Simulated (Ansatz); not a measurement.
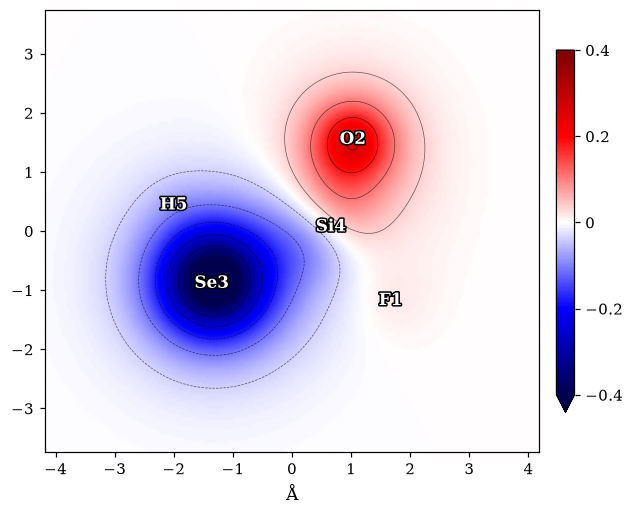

*FHOSeSi (SMILES O=[Si](F)[SeH]). One frontier orbital on a plane 0.8 Å above the molecular plane (values in Å⁻³ᐟ²; the overall sign is arbitrary).*

Geometry: r2SCAN-D4/def2-SVP.

All numbers below come from isolated molecule in a Gaussian basis; Kohn-Sham density functional theory, functional PBE0 in Ansatz 0.2.0.

```xyz
5

F    -2.5691   -0.5446    0.8488
O    -0.7613    0.4225    2.7567
Se   -0.0566   -2.2541    0.7640
Si   -1.1745   -0.5461    1.6506
H     1.0840   -1.9898    1.6569
```

**Which orbital is it: HOMO or LUMO?**

The HOMO, at −8.46 eV. Its weight (Hirshfeld) is mainly on Se3 (about 65 %) and O2 (about 20 %); it changes sign across the molecular plane (π type); π-bonding across O2–Si4.
